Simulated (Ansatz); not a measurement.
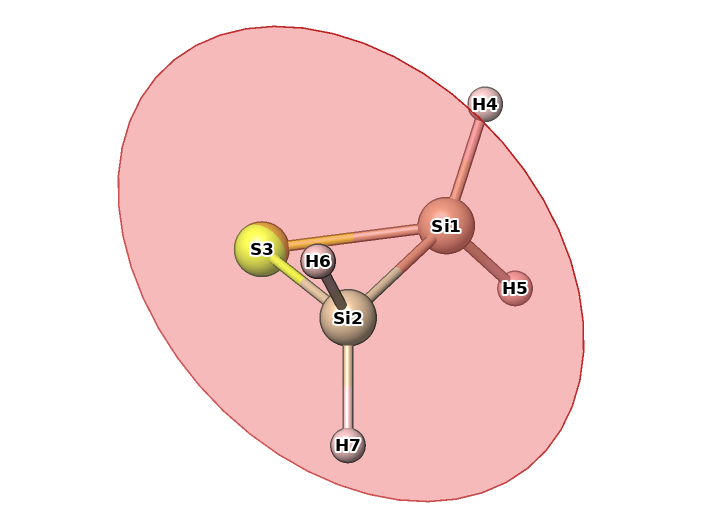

A disc through the centre of mass is drawn in. Depth is shown by fading: the farther an atom, the more it takes the colour of the background. The computed structure is the end point of a PBE-D4/def2-SVP optimisation. No frequency run is at hand to confirm it as a minimum.

Is the plane of the disc a mirror plane of the structure?

Yes. The reflection leaves S3 in place and moves Si1 ↔ Si2; H4 ↔ H6; H5 ↔ H7. The point group is C2v.
